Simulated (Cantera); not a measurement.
Feed: 1 mol AlN, 1.5 mol N2, 0.25 mol C, equilibrated at 0.00700 bar.

Equilibrium computed with Cantera from the NASA thermochemical tables; the gas is ideal and each condensed phase is pure. Candidate condensed phases: Al, AlN, C; 16 gas species. Kinetics and transport are ignored.

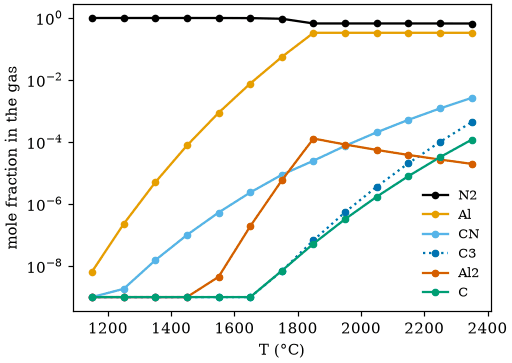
Figure: Equilibrium gas composition (values under 1e-9 drawn at 1e-9)

From 1150 °C to 1750 °C the condensed part is AlN(s) + C(graphite). From 1850 °C to 2350 °C the condensed part is C(graphite).
